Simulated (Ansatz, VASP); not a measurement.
## NbSi in two plane-wave programs

One calculation is typed for both programs; each brings its own data sets. How far apart do they land? The cell is invented: As first built, before any earlier steps moved the atoms (in the runner's words): it takes the TaC structure with all of its atoms replaced by other elements, volume scaled by an estimate. It may not be a known or stable phase. The cell is taken from a series of VASP runs on this material, whose earlier steps may have relaxed, scaled or displaced it; both programs get it as it stands. Valence electrons are named where the data sets of a main pair hold unlike numbers.

Program: Ansatz 0.2.0. Level of theory: plane waves, with VASP 6.6.1 beside it; band structure at PBE, band structure at LDA and band structure at PBE, spin-orbit coupling. Results are calculated unless marked as measured.

**1. The structure**

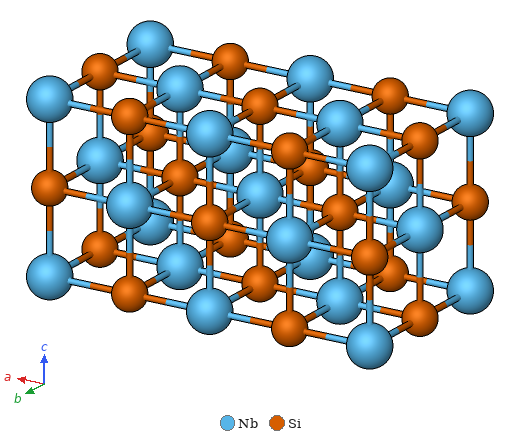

The starting structure, seen from a free direction (niobium blue, silicon orange). 2×1×1 cells are drawn. This picture shows the conventional cell, with its axes. Some periodic images of atoms are drawn too.

Coordinates:

```cif
data_structure
_symmetry_space_group_name_H-M 'P 1'
_symmetry_Int_Tables_number 1
_cell_length_a 3.6363
_cell_length_b 3.6363
_cell_length_c 3.6363
_cell_angle_alpha 60.000
_cell_angle_beta 60.000
_cell_angle_gamma 60.000
_cell_volume 34.00
loop_
_atom_site_label
_atom_site_type_symbol
_atom_site_fract_x
_atom_site_fract_y
_atom_site_fract_z
_atom_site_occupancy
Nb1 Nb 0.00000 0.00000 0.00000 1
Si2 Si 0.50000 0.50000 0.50000 1
```

**2. Ansatz: band structure, PBE**

Ansatz runs on its default PAW (the set named soft_2) files.

A single point gives forces, pressure and levels at one fixed geometry, so differences don't come from the geometry; what else differs is listed under the comparison.

input.yaml reads:

```yaml
crystal:
  lattice:
    - [0.0, 2.5712175395, 2.5712175395]
    - [2.5712175395, 0.0, 2.5712175395]
    - [2.5712175395, 2.5712175395, 0.0]
  atoms:
    - { symbol: Nb, position: [0.0, 0.0, 0.0] }
    - { symbol: Si, position: [0.5, 0.5, 0.5] }
hamiltonian:
  xc: pbe
  pseudopotentials: { kind: paw }
kpoints:
  mp_grid: { grid: [5, 5, 5] }
  band_path:
    path:
      - [0.0, 0.0, 0.0]
      - [0.16667, 0.0, 0.16667]
      - [0.33333, 0.0, 0.33333]
      - [0.5, 0.0, 0.5]
      - [0.5, 0.08333, 0.58333]
      - [0.5, 0.18333, 0.68333]
      - [0.5, 0.25, 0.75]
      - [0.45, 0.3, 0.75]
      - [0.40833, 0.34167, 0.75]
      - [0.35, 0.35, 0.7]
      - [0.225, 0.225, 0.45]
      - [0.075, 0.075, 0.15]
      - [0.03333, 0.03333, 0.03333]
      - [0.23333, 0.23333, 0.23333]
      - [0.4, 0.4, 0.4]
      - [0.51667, 0.46667, 0.51667]
      - [0.55833, 0.38333, 0.55833]
      - [0.60833, 0.28333, 0.60833]
      - [0.60833, 0.25, 0.64167]
      - [0.55833, 0.25, 0.69167]
      - [0.51667, 0.25, 0.73333]
      - [0.5, 0.3, 0.7]
      - [0.5, 0.38333, 0.61667]
      - [0.5, 0.48333, 0.51667]
      - [0.475, 0.475, 0.55]
      - [0.425, 0.425, 0.65]
      - [0.38333, 0.38333, 0.73333]
      - [0.59167, 0.18333, 0.59167]
      - [0.55, 0.1, 0.55]
      - [0.5, 0.0, 0.5]
    npoints: 1
scf:
  occupations: { method: gaussian, width: 0.02 }
  n_extra_bands: 7
output:
  forces: true
  stress: true
  eigenvalues: true
  write_density: true
  write_potential: true
  elf: true
  volumetric_format: npy
```

Run with:

```bash
ansatz run input.yaml --threads 2 --pin off --max-ram 4608MiB --backend cpu --events-out ev --progress --plain --runs-dir out
```

Numbers of over 12 decimals in the logs are rounded to 6 here.

Log:

```text
scf.n_extra_bands = 7 over 9 filled bands (N_el = 17.0): the run solves 16 bands
Engine: ansatz 0.2.0, aarch64-unknown-linux-gnu
Pseudopotentials: kind: paw
Pseudopotential: Nb, paw, valence charge 13, recommended cutoff 420 eV (normal), Nb.paw.azcp
Pseudopotential: Si, paw, valence charge 4, recommended cutoff 420 eV (normal), Si.paw.azcp
Functional definition: PBE
  parameter kappa = 0.804
  parameter beta = 0.066725
  exchange = pbe_x(kappa = kappa, mu = beta*pi^2/3)
  correlation = pbe_c(beta = beta)
Crystal: 2 atoms, lattice volume = 33.997 Å³
Basis set: ecut = 420 eV, 645 PW (Γ), exchange–correlation on 50×50×50 points (8 copies of the dense FFT grid, shifted against one another)
Bands: 16, of which v1, the nominal top of the filled ones, is band 9 counted from 1 (8 counted from 0)
Symmetry: 48 space group operations
Space group: Fm-3m (ITA 225), of the structure as read, at distance tolerance 3.2e-5 Å
k-points: 10 of 125
Non-local potential: Nb, projectors of the file, l = 0: 3, l = 1: 2, l = 2: 2, l = 3: 1
Non-local potential: Si, projectors of the file, l = 0: 2, l = 1: 2, l = 2: 2
PAW form: soft (Blöchl's): semilocal exchange-correlation on the pseudo side does not see the compensation charge
PAW one-centre angular grid: Nb, 590 points (default); XC on 64 Gauss nodes
PAW one-centre angular grid: Si, 110 points (default); XC on 64 Gauss nodes
Initial density: superposition of atomic densities (neutral atoms: chi_scale 0, normalization atom), corrected by the library's trained network
Initial wavefunctions: pseudopotential atomic-orbital guess
Functional: x = pbe(κ = 0.804, μ = 0.219515), c = pbe(β = 0.066725)
SCF iter   1: F=—  HF=-5188.532026 eV  |F-HF|=—  |Δ(HF+E_count)|=         —  Δρ=6.32e-3  dr2=2.22e-2  ethr=1.77e-3  ⟨swp⟩=5.9  Hψ=909  notcnv=0
preconditioner: auto → none  [insulator: Δε(μ)=0.071 eV  Ē_g=9.474 eV  σ=0.020 eV  W_gap=0.79  n_scr=8 (ndim 8)  ℏωp=19.1 eV  f_vac=0.000  D(μ)=3.90/eV (n_scr^D=58)  ε∞_Penn≈5.1]
SCF iter   2: F=—  HF=-5188.527181 eV  |F-HF|=—  |Δ(HF+E_count)|=   4.84e-3  Δρ=3.10e-3  dr2=4.89e-3  ethr=1.31e-4  ⟨swp⟩=2.0  Hψ=267  notcnv=0  defer=22
SCF iter   3: F=—  HF=-5188.526190 eV  |F-HF|=—  |Δ(HF+E_count)|=   9.91e-4  Δρ=5.06e-4  dr2=1.26e-4  ethr=2.87e-5  ⟨swp⟩=2.0  Hψ=224  notcnv=0  defer=22
SCF iter   4: F=—  HF=-5188.526171 eV  |F-HF|=—  |Δ(HF+E_count)|=   1.86e-5  Δρ=1.49e-4  dr2=1.14e-5  ethr=7.42e-7  ⟨swp⟩=2.3  Hψ=196  notcnv=0  defer=22
SCF iter   5: F=—  HF=-5188.526180 eV  |F-HF|=—  |Δ(HF+E_count)|=   8.90e-6  Δρ=5.16e-5  dr2=1.45e-6  ethr=6.73e-8  ⟨swp⟩=1.2  Hψ=147  notcnv=0  defer=22
SCF iter   6: F=-5188.526180 eV  HF=-5188.526180 eV  |F-HF|=1.22e-8  |Δ(HF+E_count)|=   2.22e-7  Δρ=5.88e-6  dr2=1.69e-8  ethr=5.88e-10  ⟨swp⟩=10.3  Hψ=993  notcnv=0
SCF 1 converged in 6 iterations: F = -5188.526180 eV  dr2 = 1.69e-8
  greatest PAW one-centre occupation: 0.998 electrons in one spin orbital (limit 2), on the Nb atom at site 0 (counted from 0), in its partial waves of l = 0
NSCF: frozen V_eff on 30 k-points
SCF converged after 6 iterations
Free energy (F): -5188.526180 eV
Harris-Foulkes:  -5188.526180 eV  (|F-HF|=1.22e-8)
Internal energy: -5188.525221 eV  (E = F + TS)
E sigma→0 (E₀):  -5188.525701 eV
Entropy (-TS):   -0.000958 eV (-0.479 meV/atom)
Fermi energy:    13.784768 eV
--- Per-component energies (eV) ---
  E_band       = -96.753728
  E_kinetic    = 435.553312
  E_local      = -905.110773  (includes V_loc(G=0)·N_el)
  E_nonlocal   = 146.528952
  E_hartree    = 298.263761
  E_xc         = -231.378666
  E_vxc        = -260.566385  (∫ρ·V_xc dr)
  E_paw        = -3586.160097  (= ΣΔE_a)
  E_vpaw       = -109.690095  (= ΣTr[D̂ρ^β])
  E_aug_tail   = 0.000016  (compensation charges beyond the density's cutoff)
  E_ewald      = -1346.221725
  E_smearing   = -0.000958  (= −TS)
  E_closure    = -0.000000  (closes the sum)
  Σ components = -5188.526180   (vs F -5188.526180, Δ=0.00e0)
--- Forces (eV/Å), atoms counted from 1 ---
  atom   1  Nb    -0.00000000     0.00000000     0.00000000
  atom   2  Si     0.00000000    -0.00000000     0.00000000
  max |Σ_I F_I| component: 3.94e-31 eV/Å
--- Stress (GPa, compression-positive) ---
        0.770676       0.000000       0.000000
        0.000000       0.770676      -0.000000
        0.000000      -0.000000       0.770676
  P = ⅓ Tr σ = 0.7707 GPa (7.707 kbar)
--- Band table (eV; the first three rows and the last of 10) ---
  k-point 0: bands = [... 5 lower, 12.7579, 12.7579, 12.7579, 13.2980, 13.2980, 16.4468, 16.4468, 16.4468, ... 3 higher]
  k-point 1: bands = [... 5 lower, 11.4808, 12.0019, 12.0019, 13.5021, 13.5021, 15.9401, 18.4994, 18.4994, ... 3 higher]
  k-point 2: bands = [... 5 lower, 8.9555, 10.9516, 10.9516, 14.9428, 14.9428, 16.2021, 19.2020, 21.0968, ... 3 higher]
  k-point 9: bands = [... 5 lower, 9.8258, 10.5855, 11.3819, 14.7580, 15.5459, 16.2567, 16.6235, 18.6501, ... 3 higher]
```

The job ended after 1.2 s (2 threads of Arm Neoverse N1, shared host; peak memory 0.27 GiB).

**3. VASP: band structure, PBE**

The same cell, functional, mesh and smearing now go to VASP, with its own data sets.

Lines of VASP's logs that name or quote its potential files are left out, and so is its time.

INCAR reads:

```
SYSTEM = NbSi
PREC = Accurate
ENCUT = 400
EDIFF = 1E-06
NELM = 100
ISMEAR = 0
SIGMA = 0.02
LREAL = .FALSE.
ALGO = Normal
GGA = PE
LORBIT = 11
LWAVE = .FALSE.
LCHARG = .FALSE.
KPAR = 4
```

POSCAR reads:

```
NbSi
1.0
    0.0000000000      2.5712175395      2.5712175395
    2.5712175395      0.0000000000      2.5712175395
    2.5712175395      2.5712175395      0.0000000000
Nb Si
1 1
Direct
    0.0000000000      0.0000000000      0.0000000000
    0.5000000000      0.5000000000      0.5000000000
```

KPOINTS reads:

```
Automatic mesh
0
Gamma
5 5 5
0 0 0
```

KPOINTS_OPT reads:

```
Line mode
16
Line-mode
Reciprocal
  0.00000000   0.00000000   0.00000000 GAMMA
  0.50000000   0.00000000   0.50000000 X

  0.50000000   0.00000000   0.50000000 X
  0.50000000   0.25000000   0.75000000 W

  0.50000000   0.25000000   0.75000000 W
  0.37500000   0.37500000   0.75000000 K

  0.37500000   0.37500000   0.75000000 K
  0.00000000   0.00000000   0.00000000 GAMMA

  0.00000000   0.00000000   0.00000000 GAMMA
  0.50000000   0.50000000   0.50000000 L

  0.50000000   0.50000000   0.50000000 L
  0.62500000   0.25000000   0.62500000 U

  0.62500000   0.25000000   0.62500000 U
  0.50000000   0.25000000   0.75000000 W

  0.50000000   0.25000000   0.75000000 W
  0.50000000   0.50000000   0.50000000 L

  0.50000000   0.50000000   0.50000000 L
  0.37500000   0.37500000   0.75000000 K

  0.62500000   0.25000000   0.62500000 U
  0.50000000   0.00000000   0.50000000 X
```

The projector-augmented-wave data sets are Nb_sv and Si (PBE family, release 64).

Run with:

```bash
mpirun -np 4 vasp_std
```

Log:

```text
[banner, memory and clock lines left out]
running    4 mpi-ranks, on    1 nodes
 distrk:  each k-point on    1 cores,    4 groups
 distr:  one band on    1 cores,    1 groups

 POSCAR found type information on POSCAR NbSi
 POSCAR found :  2 types and       2 ions
 LDA part: xc-table for (Slater+PW92), standard interpolation
 POSCAR, INCAR and KPOINTS ok, starting setup
 FFT: planning ... GRIDC
 FFT: planning ... GRID_SOFT
 FFT: planning ... GRID
 WAVECAR not read
 entering main loop
       N       E                     dE             d eps       ncg     rms          rms(c)
DAV:   1     0.996012192526E+02    0.99601E+02   -0.79144E+03   240   0.111E+03
DAV:   2    -0.116753141433E+02   -0.11128E+03   -0.10754E+03   280   0.378E+02
DAV:   3    -0.170419979298E+02   -0.53667E+01   -0.52296E+01   376   0.642E+01
DAV:   4    -0.173808030764E+02   -0.33881E+00   -0.33711E+00   352   0.154E+01
DAV:   5    -0.173908734962E+02   -0.10070E-01   -0.99872E-02   356   0.264E+00    0.888E+00
DAV:   6    -0.160715975783E+02    0.13193E+01   -0.56802E+00   372   0.205E+01    0.276E+00
DAV:   7    -0.160717240412E+02   -0.12646E-03   -0.10592E-01   304   0.338E+00    0.169E+00
DAV:   8    -0.160718128055E+02   -0.88764E-04   -0.17589E-02   420   0.117E+00    0.319E-01
DAV:   9    -0.160718715916E+02   -0.58786E-04   -0.21151E-03   376   0.406E-01    0.106E-01
DAV:  10    -0.160718474489E+02    0.24143E-04   -0.12980E-03   364   0.333E-01    0.521E-02
DAV:  11    -0.160717869545E+02    0.60494E-04   -0.19047E-04   384   0.136E-01    0.738E-03
DAV:  12    -0.160717865253E+02    0.42914E-06   -0.30002E-06   288   0.152E-02
   1 F= -.16071787E+02 E0= -.16071307E+02  d E =-.959113E-03
 Start KPOINTS_OPT (optional k-point list driver)
k-point batch [1-10\160]
       N       E                     dE             ncg
DAV:   1    -0.345892246357E+03   -0.19618E+04      240
DAV:   2    -0.154367905593E+04   -0.11978E+04      304
DAV:   3    -0.159777274241E+04   -0.54094E+02      388
DAV:   4    -0.160004038130E+04   -0.22676E+01      348
DAV:   5    -0.160010254175E+04   -0.62160E-01      376
DAV:   6    -0.160010594560E+04   -0.34039E-02      356
DAV:   7    -0.160010604561E+04   -0.10001E-03      340
DAV:   8    -0.160010605201E+04   -0.64041E-05      232
DAV:   9    -0.160010605261E+04   -0.59459E-06      236
[...]
k-point batch [151-160\160]
       N       E                     dE             ncg
DAV:   1    -0.509784277968E+03   -0.62280E+04      248
DAV:   2    -0.156412705404E+04   -0.10543E+04      308
DAV:   3    -0.160366340530E+04   -0.39536E+02      356
DAV:   4    -0.160610655023E+04   -0.24431E+01      372
DAV:   5    -0.160618817871E+04   -0.81628E-01      356
DAV:   6    -0.160619163325E+04   -0.34545E-02      376
DAV:   7    -0.160619171587E+04   -0.82616E-04      332
DAV:   8    -0.160619172261E+04   -0.67395E-05      296
DAV:   9    -0.160619172303E+04   -0.42811E-06      204
```

Parts of OUTCAR (step 3):

```text
ion  position               nearest neighbor table
   1  0.000  0.000  0.000-   2 2.57   2 2.57   2 2.57   2 2.57   2 2.57   2 2.57
   2  0.500  0.500  0.500-   1 2.57   1 2.57   1 2.57   1 2.57   1 2.57   1 2.57

  LATTYP: Found a face centered cubic cell.
 ALAT       =     5.1424350790

 Subroutine GETGRP returns: Found 48 space group operations
 (whereof 48 operations were pure point group operations)

The static configuration has the point symmetry O_h .

 Found     10 irreducible k-points:

   k-points           NKPTS =     10   k-points in BZ     NKDIM =     10   number of bands    NBANDS=     12

   dimension x,y,z NGX =    24 NGY =   24 NGZ =   24
   dimension x,y,z NGXF=    48 NGYF=   48 NGZF=   48

   ENCUT  =  400.0 eV  29.40 Ry    5.42 a.u.   5.93  5.93  5.93*2*pi/ulx,y,z

   NELECT =      17.0000    total number of electrons

 k-points in reciprocal lattice and weights: Automatic mesh
   0.00000000  0.00000000  0.00000000       0.008
   0.20000000  0.00000000  0.00000000       0.064
   0.40000000  0.00000000  0.00000000       0.064
   0.20000000  0.20000000  0.00000000       0.048
   0.40000000  0.20000000  0.00000000       0.192
  -0.40000000  0.20000000  0.00000000       0.192
  -0.20000000  0.20000000  0.00000000       0.096
   0.40000000  0.40000000  0.00000000       0.048
  -0.40000000  0.40000000  0.00000000       0.096
  -0.40000000  0.40000000  0.20000000       0.192

 average (electrostatic) potential at core
       1 -78.7973       2 -78.7173

 E-fermi :  10.0724

 k-point     1 :       0.0000    0.0000    0.0000
  band No.  band energies     occupation
    ...
      6       9.0455      2.00000
      7       9.0455      2.00000
      8       9.0455      2.00000
      9       9.5871      2.00000
     10       9.5871      2.00000
     11      12.7355      0.00000
     12      12.7355      0.00000

 k-point     2 :       0.2000    0.0000    0.0000
  band No.  band energies     occupation
    ...
      6       7.7682      2.00000
      7       8.2913      2.00000
      8       8.2913      2.00000
      9       9.7903      2.00000
     10       9.7903      2.00000
     11      12.2288      0.00000
     12      14.7886      0.00000

 k-point     3 :       0.4000    0.0000    0.0000
  band No.  band energies     occupation
    ...
      4     -21.0281      2.00000
      5       2.2905      2.00000
      6       5.2429      2.00000
      7       7.2420      2.00000
      8       7.2420      2.00000
      9      11.2314      0.00000
     10      11.2314      0.00000
     11      12.4905      0.00000
     12      15.4905      0.00000

  Total        0.0536448      0.0536448      0.0536448      0.0000000      0.0000000      0.0000000
  in kB        2.5280843      2.5280843      2.5280843      0.0000000      0.0000000      0.0000000
  external PRESSURE =       2.5280843 kB  Pullay stress =       0.0000000 kB

  energy-cutoff  :      400.00
  volume of cell :       34.00
      direct lattice vectors                 reciprocal lattice vectors
     0.000000000  2.571217540  2.571217540    -0.194460403  0.194460403  0.194460403
     2.571217540  0.000000000  2.571217540     0.194460403 -0.194460403  0.194460403
     2.571217540  2.571217540  0.000000000     0.194460403  0.194460403 -0.194460403

 POSITION                                       TOTAL-FORCE (eV/Angst)
 -----------------------------------------------------------------------------------
      0.00000      0.00000      0.00000         0.000000      0.000000     -0.000000
      2.57122      2.57122      2.57122         0.000000     -0.000000      0.000000
 -----------------------------------------------------------------------------------
    total drift:                                0.000000     -0.000000     -0.000000

  FREE ENERGIE OF THE ION-ELECTRON SYSTEM (eV)
  ---------------------------------------------------
  free  energy   TOTEN  =       -16.0717865253 eV

  energy  without entropy=      -16.0708274127  energy(sigma->0) =      -16.07130697

 total charge
# of ion       s       p       d       tot
------------------------------------------
    1        2.138   6.002   2.557  10.697
    2        0.791   0.966   0.000   1.757
--------------------------------------------------
tot          2.929   6.968   2.557  12.454

[... 3 further parts left out ...]
```

The run ends at a pressure of 0.25 GPa.

**4. Comparison**

Known differences besides the potentials themselves: the cutoff is 420 eV in Ansatz and 400 eV in VASP; VASP leaves aspherical gradient terms in its spheres out (LASPH is not set), Ansatz keeps them. Total energies have different zeros and are not compared.

Both answers:

```
      quantity  Ansatz  VASP  difference
pressure (GPa)    0.77  0.25       +0.52
```

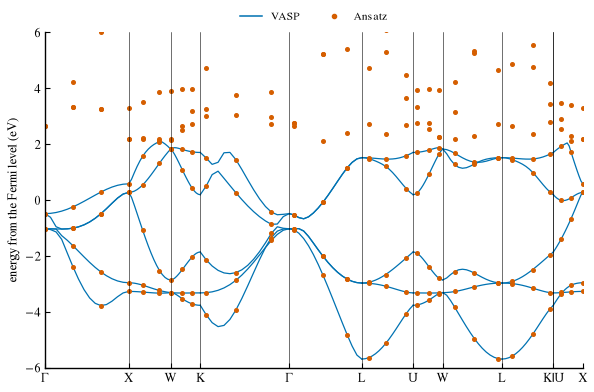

Bands from VASP (lines) and levels from Ansatz (dots). Dots without a line are higher empty bands that the VASP plot leaves out.

Levels from 3 eV below to 2 eV above the Fermi level differ by 1 meV r.m.s. and 2 meV at most; each VASP level is matched to the nearest of Ansatz, which flatters the figure a little.

[end of part 1 of 2]

[Lines on the potential files, build, host, timing and source positions are cut from VASP's logs without a mark.]

[Logs are printed without paths, hosts, clocks, repeated set-up lines and the standing remarks that a program may print on its own settings, such as how far it seeks lower states.]

[Hosts, paths, dates, database ids (printed as entryN), source tags and the programs' standing remarks are cut or masked in the printed files.]
